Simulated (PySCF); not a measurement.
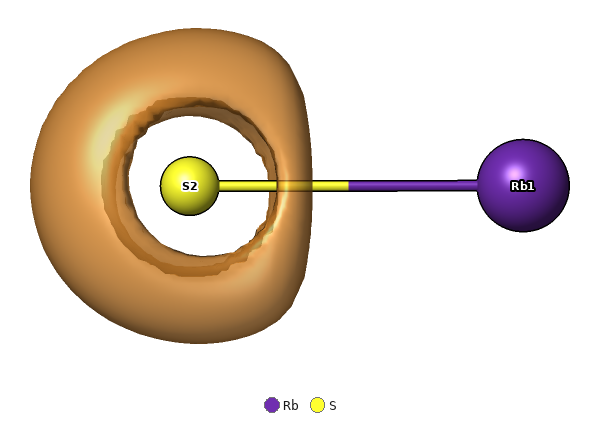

Figure. RbS (doublet). Isosurface of the ELF at 0.85 (orange), seen from one side. Core shells and regions of very low density are left out.

All numbers below come from PySCF 2.14.0, PBE0/x2c-TZVPall, spin-free X2C-1e, Gaussian nucleus, at a bond length of 2.928 Å.

```xyz
2

Rb    0.0000    0.0000   -0.8009
S     0.0000    0.0000    2.1271
```

What do the ELF domains correspond to?

The surface consists of one region wrapped around S (its valence shell). Along the contacts the grid gives the following. Rb–S (2.93 Å): the ELF peaks at about 0.90 in the valence shell of S, 0.9 Å from its nucleus, and is about 0.20 at the midpoint; a largely ionic contact.
